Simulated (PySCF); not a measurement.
System: C₃H₉BF₂Si, SMILES C[C@H](F)CB[SiH2]F.

Vertical TDDFT excitations, PBE0/def2-SVPD, PySCF 2.14.0, at a GFN2-xTB geometry (no frequency check), gas phase.

Q: What does its absorption spectrum look like?

A: The lowest singlet lies at 4.37 eV (284 nm, f = 0.006); the brightest of the first 8 is S3/S4 at 6.04 eV (205 nm), f = 0.084, mainly HOMO−3/HOMO−2 → LUMO. No singlet lies below 3.1 eV (beyond 400 nm), so at this level no vertical transition falls in the visible.


```csv
state,E (eV),λ (nm),f,main character
S1,4.37,284,0.006,HOMO → LUMO (98 %)
S2,5.32,233,0.000,HOMO−1 → LUMO (79 %)
S3/S4,6.04,205,0.084,HOMO−3/HOMO−2 → LUMO
S5,6.43,193,0.002,HOMO−4 → LUMO (81 %)
S6,6.92,179,0.026,HOMO → LUMO+1 (96 %)
S7,7.69,161,0.016,HOMO−5 → LUMO (78 %)
S8,7.83,158,0.011,HOMO−2 → LUMO+1 (85 %)
```

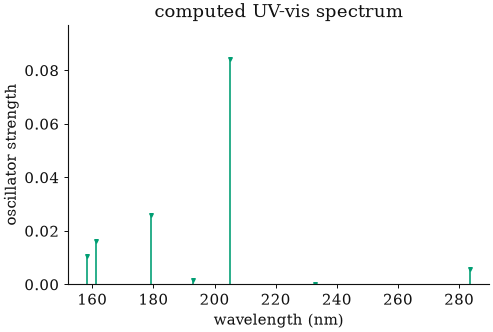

Only the first 8 singlet excitations are included. States within 0.01 eV of each other are merged, with their strengths summed. The highest state may be half of a pair whose partner wasn't computed.

Caveats: the tight-binding geometry is rougher than a DFT one and adds to the error; one conformer of a flexible molecule; core orbitals are frozen in the response.
